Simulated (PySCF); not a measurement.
Consider C$_{2}$H$_{3}$F$_{3}$S (SMILES FC(F)(F)CS).

```xyz
9

F    -0.4858    1.3910   -0.8094
C    -0.8224    0.4170    0.0534
F    -0.9873    1.0093    1.2387
F    -2.0282   -0.0242   -0.3281
C     0.2184   -0.7023    0.0522
S     1.0074   -0.9804    1.6703
H     0.9808   -0.4763   -0.6941
H    -0.2740   -1.6410   -0.2014
H     1.5602    0.2266    1.7814
```

Geometry: GFN2-xTB, dihedral held.

These are results of PySCF, PBE0/pcSseg-1, SCF density, gas phase, non-relativistic, not measurements.

Predict the electron density and electron localisation function between the atoms.

Answer. C–F (1.34 Å): the density is about 2.4 e/Å³ at the midpoint; the ELF peaks at about 0.85 between the atoms: a polar covalent bond.
C–C (1.53 Å): the density is about 1.8 e/Å³ at the midpoint; the ELF peaks at about 1 between the atoms (a shared electron pair).
C–S (1.82 Å): ρ is about 1.2 e/Å³ halfway; the ELF peaks at about 0.90 between the atoms, as expected for a covalent bond.

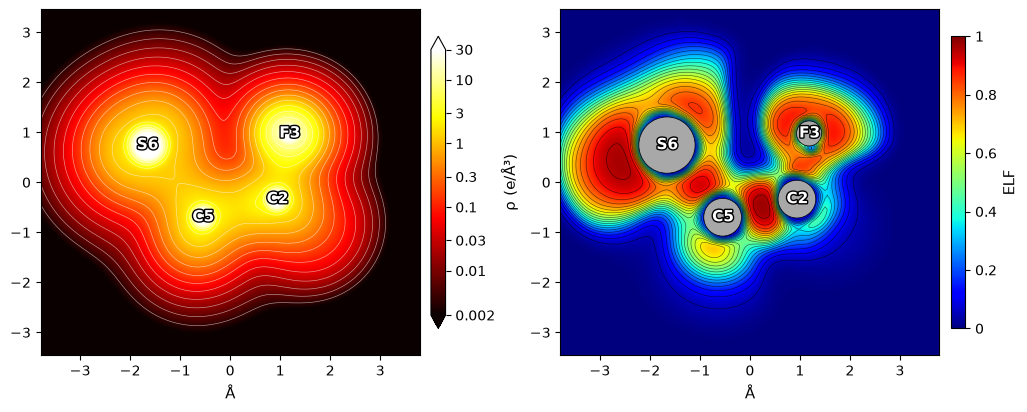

Computed electron density and electron localisation function on the plane of atoms F3, C2 and C5, in this order. Grey discs cover the atomic cores in the ELF map. 
